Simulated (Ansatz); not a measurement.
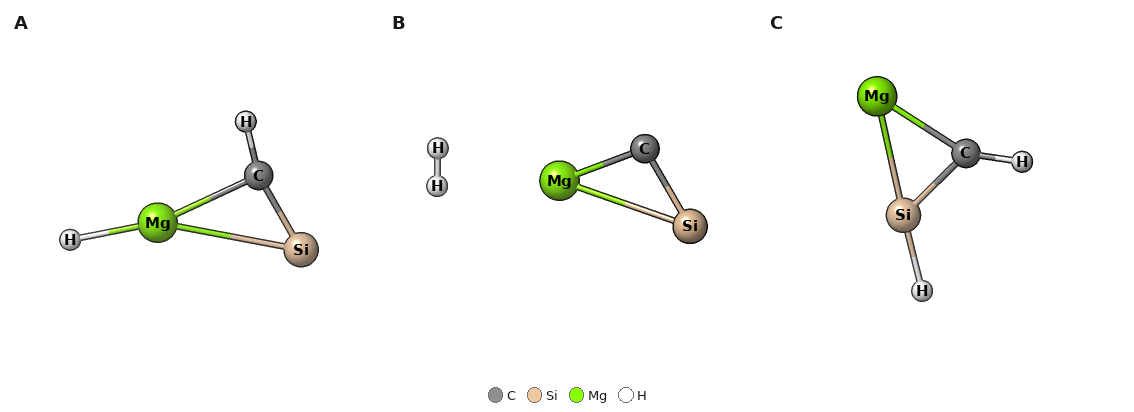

3 stationary structures of one formula. Geometries: PBE0-D4/def2-TZVP. Electronic energies: RHF-CCSD(T) (frozen core)/def2-TZVPP (Ansatz 0.2.0), without zero-point energy. No frequency run is at hand to confirm each as a minimum.

> Rank them by energy, lowest first.

A is lowest (Cs); C lies 1.182 eV above it (Cs), B lies 2.645 eV above it (Cs).
